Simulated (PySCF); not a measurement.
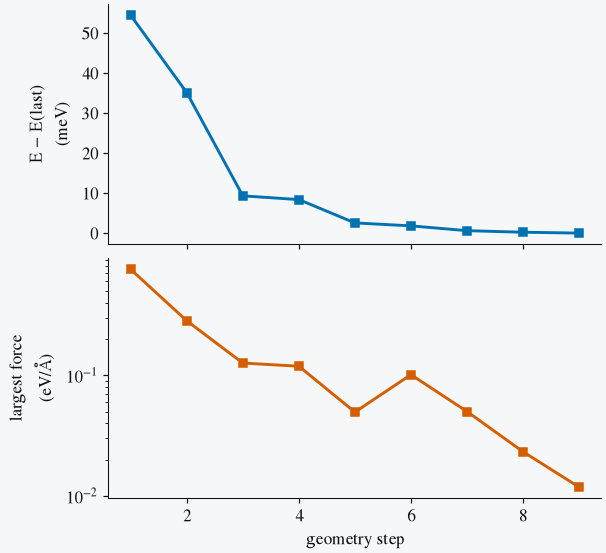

History of a geometry optimisation.

System: C5H7F (SMILES C=C/C=C(\C)F).
Method: PBE0-D3(BJ)/def2-SVP, geometry optimisation in PySCF 2.14.0, density fitting.

### How did the optimisation end?

The optimisation met its thresholds at geometry 9, counting the start as the first. The energy fell by about 54 meV from the first step to the last. The largest force goes from about 0.75 eV/Å at the start to 0.012 eV/Å at the end.

### By which step was nine tenths of the energy gained?

By step 5 of 9.
